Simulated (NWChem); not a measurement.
**A workflow on the pair CH5O···CH3F+**

Aim: the energy (singlet C2H8FO+, HF/jun-cc-pV(D+d)Z), then the energy (singlet CH5O+, HF/jun-cc-pV(D+d)Z), then a single-point energy (singlet CH3F, HF/jun-cc-pV(D+d)Z), then a single-point energy (singlet CH5O+, HF/jun-cc-pV(D+d)Z), then a single-point energy (singlet CH3F, HF/jun-cc-pV(D+d)Z) of C2H8FO and its partners. 

Program for the calculation: NWChem 7.3.0.

## (1) The system as given

C2H8FO+ has 12 atoms, charge +1, and is taken as a singlet. The two molecules were placed rigidly side by side, at 1 times their contact distance; the pair isn't optimised.

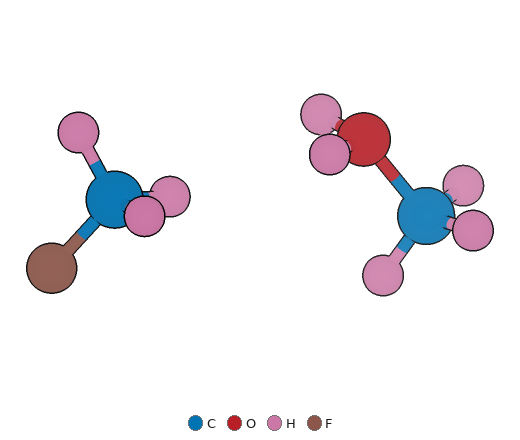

The structure, seen from a chosen angle (carbon blue, oxygen red, hydrogen pink, fluorine brown).

## (2) The energy at HF/jun-cc-pV(D+d)Z (run 1)

Input file c2h8fo.nw:

```
START c2h8fo
memory total 2200 mb
charge 1

GEOMETRY units angstrom noautosym nocenter noautoz
   C       -0.310200      -0.443600      -0.333100
   O        0.309300       0.508700       0.643200
   H       -0.013400      -1.429700       0.011600
   H       -1.380700      -0.292600      -0.230000
   H        0.059900      -0.210100      -1.328200
   H        0.058900       1.440400       0.510200
   H        1.276200       0.426900       0.726300
   C        1.921020       3.690280      -0.675780
   F        2.500610       4.068910      -1.865330
   H        0.916240       4.114610      -0.617030
   H        2.529450       4.061400       0.152120
   H        1.866260       2.600010      -0.636250
END

BASIS spherical bse
   * library "jun-cc-pV(D+d)Z"
END

SCF
   thresh 1e-08
   maxiter 80
   print low
END

TASK scf energy
```

On the command line:

```
$ nwchem c2h8fo.nw > c2h8fo.out
```

Output:

```text
[...]
  functions       =   112
[...]
  wavefunction    = RHF
[...]
         Total SCF energy =   -254.406177844027
      One-electron energy =   -586.165744764672
      Two-electron energy =    208.501055433158
 Nuclear repulsion energy =    123.258511487487
        Time for solution =     26.5s
 Task  times  cpu:       27.0s     wall:       27.0s
[...]
```

Run time: 28 s. Hardware: 1 thread of Intel Xeon Platinum 8488C (Sapphire Rapids), shared host; peak memory 0.099 GiB.

## (3) CH5O+: the energy at HF/jun-cc-pV(D+d)Z (run 2)

Input file calc.nw:

```
start calc
title "CH5O"
memory total 2200 mb
charge 1

geometry units angstroms noautosym nocenter noautoz
 C     -0.310200    -0.443600    -0.333100
 O      0.309300     0.508700     0.643200
 H     -0.013400    -1.429700     0.011600
 H     -1.380700    -0.292600    -0.230000
 H      0.059900    -0.210100    -1.328200
 H      0.058900     1.440400     0.510200
 H      1.276200     0.426900     0.726300
end

basis spherical bse
 * library "jun-cc-pV(D+d)Z"
end

scf
 thresh 1e-08
 maxiter 80
 print low
end

task scf
```

On the command line:

```
$ nwchem calc.nw > calc.out
```

Output:

```text
[...]
  functions       =    61
[...]
  wavefunction    = RHF
[...]
         Total SCF energy =   -115.360098434363
      One-electron energy =   -242.574558652466
      Two-electron energy =     81.214413129682
 Nuclear repulsion energy =     46.000047088421
        Time for solution =      4.0s
 Task  times  cpu:        4.2s     wall:        4.2s
[...]
```

Wall time 4.8 s (1 thread of Intel Xeon Platinum 8488C (Sapphire Rapids), shared host); peak memory 0.097 GiB.

## (4) CH3F: a single-point energy at HF/jun-cc-pV(D+d)Z (run 3)

Input file ch3f.nw:

```
start ch3f
memory 2200 mb

geometry units angstroms noautosym nocenter noautoz
   C        1.921020       3.690280      -0.675780
   F        2.500610       4.068910      -1.865330
   H        0.916240       4.114610      -0.617030
   H        2.529450       4.061400       0.152120
   H        1.866260       2.600010      -0.636250
end

basis spherical bse
   C library "jun-cc-pV(D+d)Z"
   F library "jun-cc-pV(D+d)Z"
   H library "jun-cc-pV(D+d)Z"
end

scf
   singlet
   rhf
   thresh 1e-08
   maxiter 80
   noprint "final vectors analysis"
end

task scf energy
```

On the command line:

```
$ nwchem ch3f.nw > ch3f.out
```

Output:

```text
[...]
  functions       =    51
[...]
  wavefunction    = RHF
[...]
         Total SCF energy =   -139.053331845181
      One-electron energy =   -266.415380293287
      Two-electron energy =     89.910725918335
 Nuclear repulsion energy =     37.451322529771
        Time for solution =      2.3s
[...]
```

Run time: 3.3 s. Hardware: 1 thread of Intel Xeon Platinum 8488C (Sapphire Rapids), shared host; peak memory 0.098 GiB.

## (5) CH5O+ among ghost functions: a single-point energy at HF/jun-cc-pV(D+d)Z (with ghost functions) (run 4)

Input file ch5o.nw:

```
start ch5o
title "CH5O"
memory total 2200 mb
charge 1

geometry units angstrom noautosym nocenter noautoz
  C     -0.310200    -0.443600    -0.333100
  O      0.309300     0.508700     0.643200
  H     -0.013400    -1.429700     0.011600
  H     -1.380700    -0.292600    -0.230000
  H      0.059900    -0.210100    -1.328200
  H      0.058900     1.440400     0.510200
  H      1.276200     0.426900     0.726300
  bqC      1.921020     3.690280    -0.675780
  bqF      2.500610     4.068910    -1.865330
  bqH      0.916240     4.114610    -0.617030
  bqH      2.529450     4.061400     0.152120
  bqH      1.866260     2.600010    -0.636250
end

basis "ao basis" spherical bse
  C library "jun-cc-pV(D+d)Z"
  O library "jun-cc-pV(D+d)Z"
  H library "jun-cc-pV(D+d)Z"
  bqC library C "jun-cc-pV(D+d)Z"
  bqF library F "jun-cc-pV(D+d)Z"
  bqH library H "jun-cc-pV(D+d)Z"
end

scf
  thresh 1e-08
  maxiter 80
  noprint "final vectors analysis"
end

task scf
```

On the command line:

```
$ nwchem ch5o.nw > ch5o.out
```

Output:

```text
[...]
  functions       =   112
[...]
  wavefunction    = RHF
[...]
         Total SCF energy =   -115.360222671660
      One-electron energy =   -242.575137811256
      Two-electron energy =     81.214868051174
 Nuclear repulsion energy =     46.000047088421
        Time for solution =     19.6s
[...]
```

Run time: 21 s. Hardware: 1 thread of Intel Xeon Platinum 8488C (Sapphire Rapids), shared host; peak memory 0.097 GiB.

## (6) CH3F among ghost functions: the energy at HF/jun-cc-pV(D+d)Z (with ghost functions) (run 5)

Input file mymol.nw:

```
start mymol
memory total 2200 mb
geometry noautosym nocenter noautoz
 C     1.921020    3.690280   -0.675780
 F     2.500610    4.068910   -1.865330
 H     0.916240    4.114610   -0.617030
 H     2.529450    4.061400    0.152120
 H     1.866260    2.600010   -0.636250
 bqC     -0.310200    -0.443600    -0.333100
 bqO      0.309300     0.508700     0.643200
 bqH     -0.013400    -1.429700     0.011600
 bqH     -1.380700    -0.292600    -0.230000
 bqH      0.059900    -0.210100    -1.328200
 bqH      0.058900     1.440400     0.510200
 bqH      1.276200     0.426900     0.726300
end
basis spherical bse
 C library "jun-cc-pV(D+d)Z"
 F library "jun-cc-pV(D+d)Z"
 H library "jun-cc-pV(D+d)Z"
 bqC library C "jun-cc-pV(D+d)Z"
 bqO library O "jun-cc-pV(D+d)Z"
 bqH library H "jun-cc-pV(D+d)Z"
end
scf
 thresh 1e-08
 maxiter 80
 print low
end
task scf energy
```

On the command line:

```
$ nwchem mymol.nw > mymol.out
```

Output:

```text
[...]
  functions       =   112
[...]
  wavefunction    = RHF
[...]
         Total SCF energy =   -139.053374073612
      One-electron energy =   -266.415381192647
      Two-electron energy =     89.910684589263
 Nuclear repulsion energy =     37.451322529771
        Time for solution =     19.0s
 Task  times  cpu:       19.3s     wall:       19.3s
[...]
```

Wall time 20 s (1 thread of Intel Xeon Platinum 8488C (Sapphire Rapids), shared host); peak memory 0.098 GiB.

## (7) Summary of results

| quantity | value |
| --- | --- |
| run 1, HF/jun-cc-pV(D+d)Z: total energy | -254.40618 Eh |
| CH5O+: total energy | -115.36010 Eh |
| CH3F: total energy | -139.05333 Eh |
| CH3F: dipole moment | 2.19 D |
| CH5O+ among ghost functions: total energy | -115.36022 Eh |
| CH3F among ghost functions: total energy | -139.05337 Eh |
| interaction energy of the rigid parts CH5O+ and CH3F (parts in their own basis; closest atoms 2.43 Å apart) | 0.197 eV |
| interaction energy of the rigid parts CH5O+ and CH3F (parts in the whole basis, counterpoise; closest atoms 2.43 Å apart) | 0.202 eV |

The interaction energy of the rigid parts CH5O+ and CH3F (parts in their own basis; closest atoms 2.43 Å apart) is 0.20 eV (19.0 kJ/mol): the parts repel at this shape. Without counterpoise this holds the superposition error of the basis. The interaction energy of the rigid parts CH5O+ and CH3F (parts in the whole basis, counterpoise; closest atoms 2.43 Å apart) is 0.20 eV (4.7 kcal/mol): the parts repel at this shape. The basis-set superposition error is 0.4 kJ/mol.
